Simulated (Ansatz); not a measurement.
# Which metal contacts 1T-SnSe2? The Schottky-Mott estimate

If a metal and one layer of 1T-SnSe2 lined up by their vacuum levels alone, the barrier for electrons would be the work function less the affinity, and that for holes the ionisation energy less the work function. What does that give for common contact metals?

**Method.** Ansatz 0.2.0, plane waves with PAW datasets (its set soft_2), PBE. Layers: cell and atoms relaxed with a dispersion term, band edges read against the vacuum level. Here the gap is 0.77 eV, the ionisation energy 5.96 eV and the affinity 5.19 eV. Metals: relaxed slabs of 7 layers at the tabulated experimental lattice constant, Fermi-Dirac smearing of 0.1 eV, Ni with spin. Labels allow 0.1 eV either way.

What came out:

```tsv
metal	work function (eV)	barrier for electrons (eV)	barrier for holes (eV)	by the rule
Sc(0001)	3.59	−1.60	2.37	no barrier for electrons
Al(111)	4.03	−1.16	1.93	no barrier for electrons
Hf(0001)	4.33	−0.86	1.63	no barrier for electrons
Ti(0001)	4.37	−0.82	1.59	no barrier for electrons
Ag(111)	4.49	−0.70	1.47	no barrier for electrons
Mo(110)	4.56	−0.63	1.40	no barrier for electrons
Cu(111)	4.82	−0.37	1.14	no barrier for electrons
W(110)	4.84	−0.35	1.12	no barrier for electrons
Ru(0001)	5.01	−0.18	0.95	no barrier for electrons
Ni(111)	5.06	−0.13	0.90	no barrier for electrons
Pd(111)	5.24	0.05	0.72	at the conduction edge
Au(111)	5.27	0.08	0.69	at the conduction edge
Pt(111)	5.71	0.52	0.25	favours holes
```

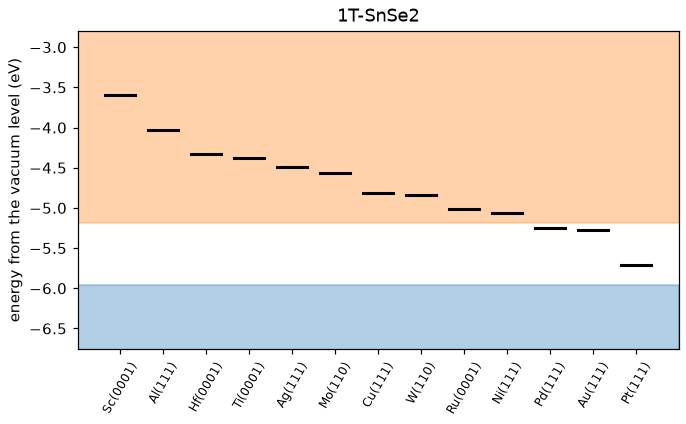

Fermi levels of the metals (black) against the layer's valence band (blue) and conduction band (orange).

**Reading.** By the rule the Fermi level lies over the conduction edge for 10, inside the gap for 3 and under the valence edge for 0 of the 13 metals. The middle of the gap lies 5.58 eV under the vacuum level: metals with a smaller work function favour electrons, those with a larger one holes. Worked for Cu(111): 4.82 − 5.19 = −0.37 eV and 5.96 − 4.82 = 1.14 eV, which add up to the gap, 0.77 eV.

**Limits.** This is the limit without any interaction. A real contact lowers the metal's work function by compressing its electron tail, moves charge and can pin the Fermi level, so barriers at bonded contacts depend far less on the metal; van der Waals contacts come nearer to the rule. The layer is built from a prototype, and its stability was not tested. PBE gaps usually lie under quasiparticle gaps, which makes the two barriers together too small, and a missing barrier can be an artefact of that. Spin-orbit coupling is left out. The table is a selection: not every member that was run is listed.

[Logs are printed without paths, hosts, clocks, repeated set-up lines and the standing remarks that a program may print on its own settings, such as how far it seeks lower states.]
